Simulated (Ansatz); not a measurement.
Si₂NH₅ and related structures: several calculations on one system

Part 1: Relaxation

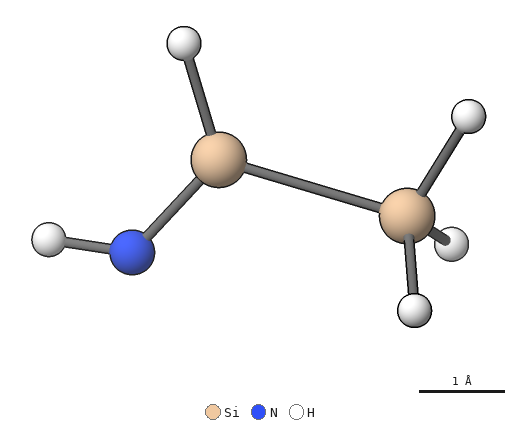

This is the input geometry for a relaxation of Si2NH5. A ball-and-stick model, seen from a free direction.

It is one of the separated products of a reaction.

Method: Ansatz 0.2.0, RKS PBE0-D4/def2-TZVP.

Input
```yaml
crystal:
  periodic: [false, false, false]
  atoms:
    - {symbol: Si, position_ang: [-0.406464, 1.051809, 0.303625]}
    - {symbol: N, position_ang: [0.049441, 1.355225, -1.207412]}
    - {symbol: H, position_ang: [-1.017243, 2.081254, 1.196005]}
    - {symbol: Si, position_ang: [-0.066569, -1.131001, 1.075646]}
    - {symbol: H, position_ang: [-0.038599, 2.250017, -1.667215]}
    - {symbol: H, position_ang: [-0.567202, -1.148390, 2.478565]}
    - {symbol: H, position_ang: [1.382074, -1.429619, 1.063020]}
    - {symbol: H, position_ang: [-0.864688, -2.066062, 0.253177]}
basis:
  gaussian: {orbitals: def2-TZVP}
hamiltonian: {xc: pbe0, dispersion: d4}
relax: {f_tol: 0.005, max_steps: 200}
```

> Predict the outcome.

The energy falls by 0.026 eV in 6 geometry steps. Largest force component: 0.7 eV/Å at the start, 0.0011 eV/Å at the end. The largest move after the best rigid fit is that of Si4, 0.042 Å. Largest moves by element: Si 0.042 Å, H 0.031 Å, N 0.030 Å. Among the contacts that change: Si1–N2 1.607 → 1.599 Å, Si1–H3 1.493 → 1.499 Å, Si4–H7 1.479 → 1.485 Å, Si1–Si4 2.340 → 2.335 Å. Bond angles that change, for instance: N2–Si1–H3 123.2° → 126.9°, Si1–Si4–H6 105.8° → 109.3°, H3–Si1–Si4 120.4° → 116.9°.

Step by step:

```csv
step,"E − E(0), eV","largest force component, eV/Å"
0,0.0000,0.7009
1,-0.0199,0.2465
2,-0.0250,0.0472
3,-0.0253,0.0385
4,-0.0255,0.0488
5,-0.0259,0.0053
6,-0.0259,0.0011
```

Final geometry:

```xyz
8

Si   -0.4032    1.0702    0.2800
N     0.0617    1.3357   -1.2272
H    -1.0196    2.0611    1.2200
Si   -0.0822   -1.0957    1.0912
H    -0.0388    2.2445   -1.6627
H    -0.5666   -1.1727    2.4950
H     1.3642   -1.4270    1.0479
H    -0.8448   -2.0529    0.2511
```

Part 2: Relaxation

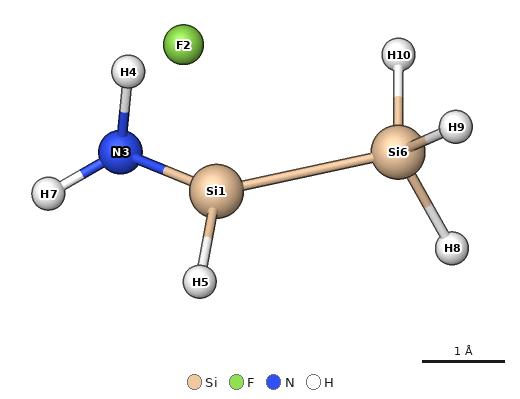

This is the input geometry for a relaxation of Si2NH6F (started from a transition state, displaced along its imaginary mode). A ball-and-stick model, seen at a tilt.

These are results of Ansatz 0.2.0, RKS PBE0-D4/def2-TZVP, not measurements.

Input
```yaml
crystal:
  periodic: [false, false, false]
  atoms:
    - {symbol: Si, position_ang: [0.120211, 0.776732, 0.005523]}
    - {symbol: F, position_ang: [1.394935, 0.024401, -1.274339]}
    - {symbol: N, position_ang: [-0.707858, 0.986373, -1.415620]}
    - {symbol: H, position_ang: [0.276668, 0.433905, -1.814100]}
    - {symbol: H, position_ang: [0.668691, 1.926206, 0.820842]}
    - {symbol: Si, position_ang: [-0.179558, -1.211158, 1.173696]}
    - {symbol: H, position_ang: [-0.904971, 1.932697, -1.728014]}
    - {symbol: H, position_ang: [-1.209616, -1.044431, 2.245401]}
    - {symbol: H, position_ang: [1.125252, -1.574762, 1.798916]}
    - {symbol: H, position_ang: [-0.583755, -2.249962, 0.187695]}
basis:
  gaussian: {orbitals: def2-TZVP}
hamiltonian: {xc: pbe0, dispersion: d4}
relax: {f_tol: 0.005, max_steps: 200}
```

### What does the optimiser find from here?

H4 moves most after the best rigid fit: 1.34 Å. Largest moves by element: H 1.34 Å, F 0.89 Å, Si 0.45 Å, N 0.13 Å. Some distances before and after: F2–H4 1.308 → 3.260 Å, Si1–H4 1.858 → 2.392 Å, Si1–F2 1.957 → 1.611 Å, N3–H4 1.197 → 1.006 Å. New bonds form: Si1–F2 (1.96 → 1.61 Å). Bond angles that change, for instance: Si1–N3–H4 79.4° → 122.1°, N3–Si1–H5 123.2° → 106.9°, N3–Si1–Si6 118.3° → 108.6°. Over 16 geometry steps the energy falls by 261.2 kJ/mol. Largest force component: 2.4 eV/Å at the start, 0.0037 eV/Å at the end.

Final geometry:

```xyz
10

Si    0.5428    0.6796   -0.1300
F     2.0070    0.3865   -0.7346
N    -0.6424    0.9928   -1.3082
H    -1.0470    0.2605   -1.8677
H     0.6889    1.9173    0.6753
Si   -0.0928   -1.2176    1.0847
H    -0.7253    1.8924   -1.7528
H    -1.2464   -0.8912    1.9655
H     1.0253   -1.7248    1.9231
H    -0.5102   -2.2955    0.1445
```

After the run, drawn alike:

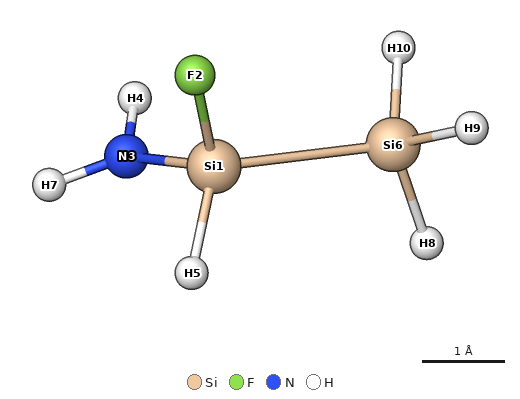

Part 3: Reaction

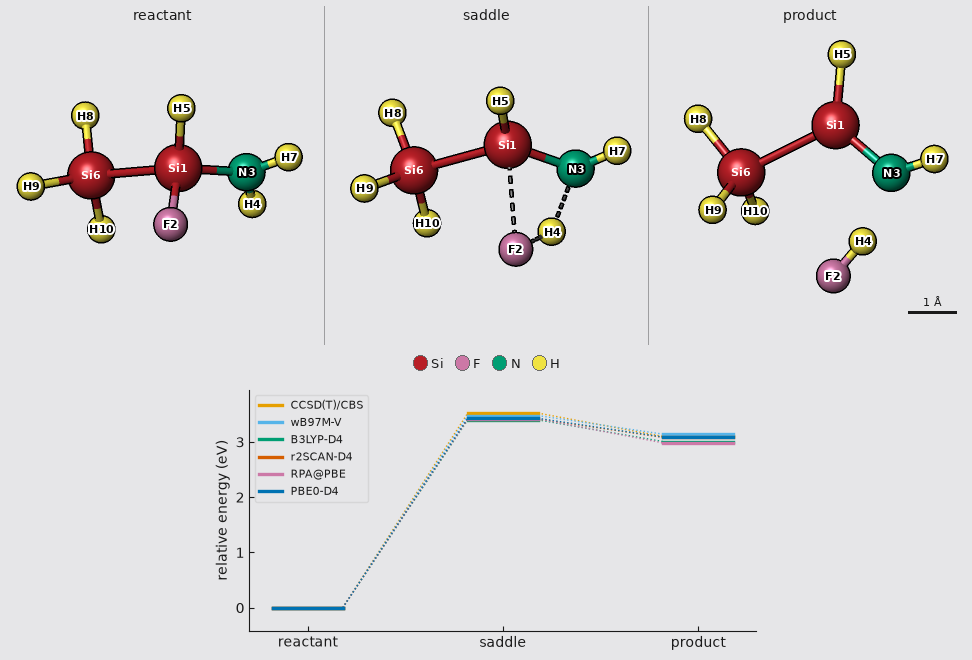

A reaction step of Si2NH6F, with its energy diagram. A ball-and-stick model, seen at a tilt. Dashed sticks mark bonds that form or break.

Stationary points at PBE0-D4/def2-TZVP, single-point energies with CCSD(T)/CBS, wB97M-V, B3LYP-D4, r2SCAN-D4, RPA@PBE, PBE0-D4 (def2-TZVPP where no basis is named; Ansatz 0.2.0). The energies are electronic, without zero-point or thermal terms, and both ends are the minima reached downhill from the saddle, with any fragments still in contact. CCSD(T)/CBS stands for a frozen-core estimate: MP2 correlation extrapolated from def2-TZVPP and def2-QZVPP, CCSD(T) minus MP2 from the smaller set.

**What happens, and what does it cost?**

Counted by bonded pieces, the reactant holds Si₂H₆NF and the product holds HF + Si₂H₅N. From the reactant over the saddle to the product, a bond forms: F2–H4 (3.26 → 1.01 → 0.98 Å). Bonds break: Si1–F2 (1.61 → 2.31 → 3.16 Å), N3–H4 (1.01 → 1.60 → 1.57 Å). The saddle has one imaginary mode, 245i cm⁻¹. With CCSD(T)/CBS the barrier is 3.52 eV from the reactant and 0.42 eV from the product, and the product lies 3.10 eV above the reactant. By Pauling bond orders of the changing bonds the saddle lies closer to the product, the higher end, as Hammond's postulate suggests.

```
      level  barrier from the reactant (eV)  barrier from the product (eV)  the product less the reactant (eV)
CCSD(T)/CBS                            3.52                           0.42                                3.10
    wB97M-V                            3.48                           0.34                                3.14
   B3LYP-D4                            3.40                           0.39                                3.01
  r2SCAN-D4                            3.42                           0.34                                3.08
    RPA@PBE                            3.42                           0.44                                2.98
    PBE0-D4                            3.43                           0.34                                3.09
```

Against CCSD(T)/CBS, wB97M-V comes closest on the barrier from the reactant (−0.05 eV) and B3LYP-D4 misses most (−0.12 eV).
